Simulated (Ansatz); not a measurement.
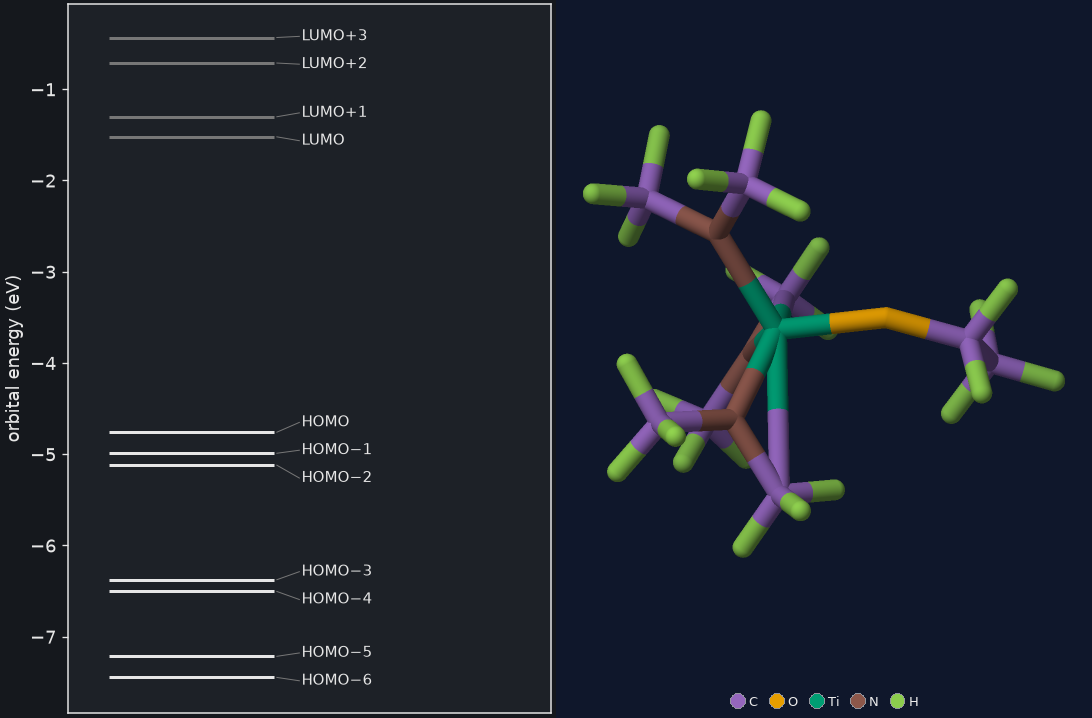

C₈H₂₃N₃OTi, singlet. Kohn-Sham orbital energies near the frontier, LDA (SPW92)/def2-TZVPP in the Ansatz code, at a PBE0-D4/def2-TZVP geometry (no frequency check), isolated molecule; empty levels in grey, levels within 0.03 eV side by side.

Where do the frontier orbitals lie?

HOMO at −4.76 eV, LUMO at −1.52 eV, 3.24 eV apart.

How far below the HOMO does the next level lie?

0.23 eV.

Note: one conformer of a flexible molecule.
